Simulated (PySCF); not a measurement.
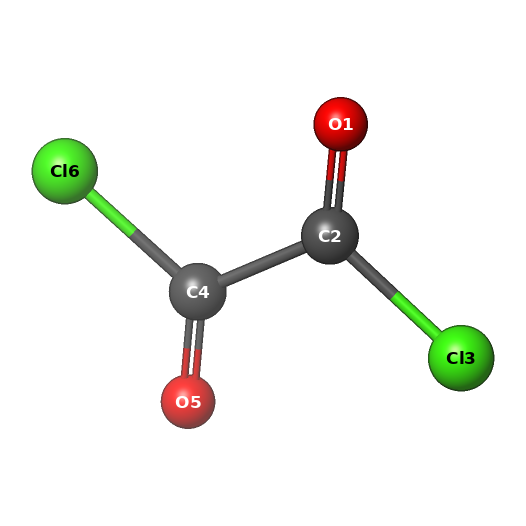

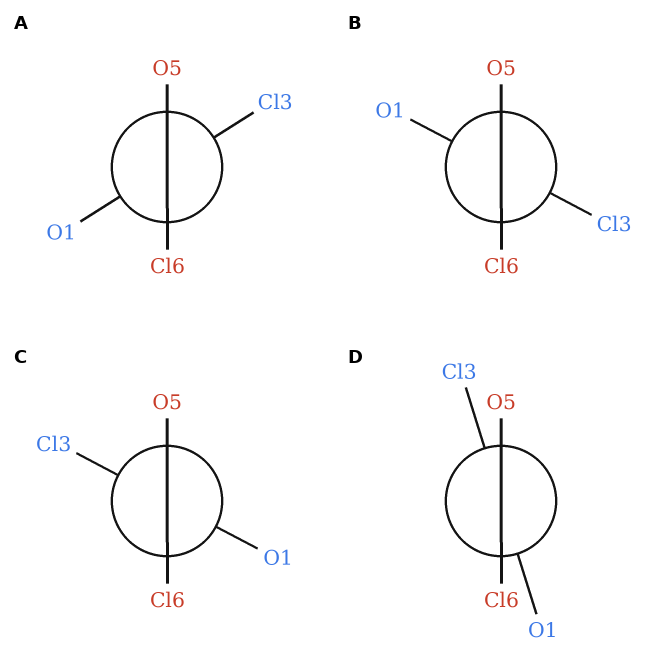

Atoms fade into the background with distance from the viewer. Bonds that would overlap in a projection are set slightly apart. The computed structure is the end point of a PBE0-D3(BJ)/def2-SVP optimisation. No frequency run is at hand to confirm it as a minimum.

Q: Which Newman projection shows the view along C4–C2, with C4 in front?

A: D. The torsion angle Cl6–C4–C2–Cl3 is 178°, antiperiplanar (anti).
